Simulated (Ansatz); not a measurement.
# Frequency calculation of CH$_{5}$NOSiSn

CH$_{5}$NOSiSn, computed with RKS PBE0-D4/def2-SVP (Ansatz 0.2.0).

It belongs to a series of runs on one base structure; here: vibrations at the highest image of the band. Figures and captions count atoms from 1; the log counts them from 0 in places.

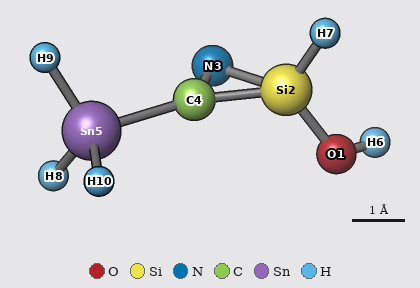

Figure 1. The structure (ball-and-stick view, seen at a tilt; atoms are numbered from 1 in the order of the input). Sticks mark near contacts.

The input
```yaml
crystal:
  periodic: [false, false, false]
  atoms:
    - { symbol: O, position_ang: [-1.828113, 1.94359, 0.794291] }
    - { symbol: Si, position_ang: [-0.859996, 0.693234, 1.278604] }
    - { symbol: "N", position_ang: [-1.033192, -0.910839, 0.493078] }
    - { symbol: C, position_ang: [0.025284, -0.29913, 0.087026] }
    - { symbol: Sn, position_ang: [1.482165, -0.937147, -1.384899] }
    - { symbol: H, position_ang: [-2.666088, 2.056758, 1.253676] }
    - { symbol: H, position_ang: [-0.58279, 0.704214, 2.729132] }
    - { symbol: H, position_ang: [0.661207, -1.325617, -2.834785] }
    - { symbol: H, position_ang: [2.291682, -2.315158, -0.771746] }
    - { symbol: H, position_ang: [2.59294, 0.338894, -1.641478] }
basis:
  gaussian: { orbitals: def2-SVP }
hamiltonian:
  xc: pbe0
  dispersion: d4
phonons: {}
```

Run on 2 threads of AMD EPYC (Zen 3), 24 GiB of memory available, shared host.

Run as:
```bash
ansatz run input.yaml --threads 2 --pin off --max-ram 3072MiB --backend cpu --events-out ev --progress --plain --runs-dir out
```

Log
```
Engine: ansatz 0.2.0, x86_64-unknown-linux-gnu
Functional definition: PBE0
  parameter a = 0.25
  parameter kappa = 0.804
  parameter beta = 0.06672455060314922
  exchange = (1 - a)*pbe_x(kappa = kappa, mu = beta*pi^2/3) + a*exact_x
  correlation = pbe_c(beta = beta)
1277 factors; integrals over basis functions are off by at most 3.3e-4 eV
mean field evaluation 1: about -18340.9671 eV, gradient 6.0e1 eV
mean field evaluation 2: about -18328.0139 eV, gradient 9.5e1 eV
mean field evaluation 4: about -18348.3179 eV, gradient 8.5e0 eV
mean field evaluation 8: about -18348.4920 eV, gradient 1.3e-1 eV
mean field evaluation 16: about -18348.4920 eV, gradient 7.9e-5 eV
mean field -18348.49203371 eV, -674.2946451844 hartree, gradient 7.9e-5 eV, S^2 0.000000; 0 other end points of the search recorded, 0 dependent functions left out
the calculation of the forces begins
reference -18348.49206780 eV, -674.2946464372 hartree; 31, 31 occupied and 80, 80 virtual orbitals, 1277 factors
these checks for a lower state are left out or cut short: stability, starts, cluster_reference, orbital_swaps, neighbouring_geometries, increment
1277 factors; integrals over basis functions are off by at most 3.3e-4 eV
mean field -18348.49185029 eV, -674.2946384438 hartree, gradient 1.3e-6 eV, S^2 0.000000; 0 other end points of the search recorded, 0 dependent functions left out
[... from here on the field's lines of each further geometry are left out, up to the last ...]
the calculation of the forces begins
reference -18348.49205552 eV, -674.2946459858 hartree; 31, 31 occupied and 80, 80 virtual orbitals, 1277 factors
these checks for a lower state are left out or cut short: stability, starts, cluster_reference, orbital_swaps, neighbouring_geometries, increment
1277 factors; integrals over basis functions are off by at most 3.3e-4 eV
mean field -18348.49203685 eV, -674.2946452998 hartree, gradient 1.3e-6 eV, S^2 0.000000; 0 other end points of the search recorded, 0 dependent functions left out
the calculation of the forces begins
reference -18348.49207094 eV, -674.2946465526 hartree; 31, 31 occupied and 80, 80 virtual orbitals, 1277 factors
WARN: phonons: modes at or below zero, which the zero-point energy, F, S and C_V leave out: 1, the lowest at -39.51 cm⁻¹. A minimum has none, and a first-order saddle one
Total energy: -18348.70081136 eV, -674.3023176213 hartree
Atom 0 at    -1.828113     1.943590     0.794291 Å, force    -0.000078    -0.002655     0.000634 eV/Å
Atom 1 at    -0.859996     0.693234     1.278604 Å, force     0.000842     0.000830     0.000263 eV/Å
Atom 2 at    -1.033192    -0.910839     0.493078 Å, force    -0.001268    -0.000940    -0.000729 eV/Å
Atom 3 at     0.025284    -0.299130     0.087026 Å, force    -0.000842     0.000588    -0.000062 eV/Å
Atom 4 at     1.482165    -0.937147    -1.384899 Å, force     0.000891     0.000812    -0.000033 eV/Å
Atom 5 at    -2.666088     2.056758     1.253676 Å, force     0.000992     0.002100    -0.000154 eV/Å
Atom 6 at    -0.582790     0.704214     2.729132 Å, force    -0.000368    -0.000534    -0.000073 eV/Å
Atom 7 at     0.661207    -1.325617    -2.834785 Å, force     0.000224    -0.000840     0.000317 eV/Å
Atom 8 at     2.291682    -2.315158    -0.771746 Å, force     0.000109     0.000204     0.000450 eV/Å
Atom 9 at     2.592940     0.338894    -1.641478 Å, force    -0.000502     0.000433    -0.000612 eV/Å
Dipole moment:    -0.017215     0.246919     0.211767 e Å
Vibrations: -39.51 103.60 147.26 169.18 252.02 296.11 329.47 472.56 486.99 546.36 674.87 709.89 720.56 725.36 783.81 853.17 915.34 1035.23 1589.10 1932.79 1944.75 1949.27 2313.13 3919.17 cm⁻¹, zero-point energy 1.417760 eV
```

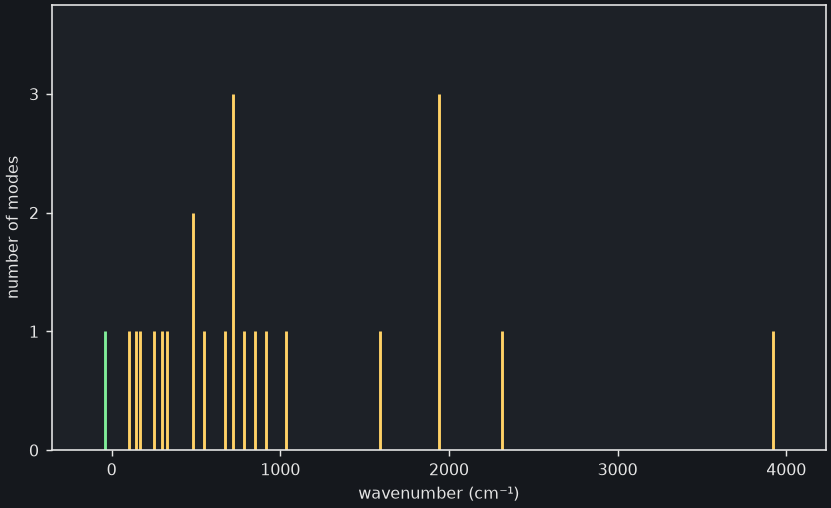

Figure 2. Harmonic vibrational wavenumbers from the force constants; neighbouring modes closer than 18 cm⁻¹ are counted in one stick, and imaginary ones are drawn at negative wavenumbers. 24 modes from 40i to 3919 cm⁻¹, 1 imaginary beyond 8i (40i cm⁻¹): not a clean minimum; so soft a mode can be a shallow saddle, an incomplete relaxation or noise of the force constants.

Summary

- outcome: converged
- total energy: −18348.7008 eV
- mean-field energy: −18348.4921 eV
- largest force (length of the vector): 0.003 eV/Å
- wall time: 2.3 min (CPU time 4.4 min)
- peak memory: 0.29 GiB
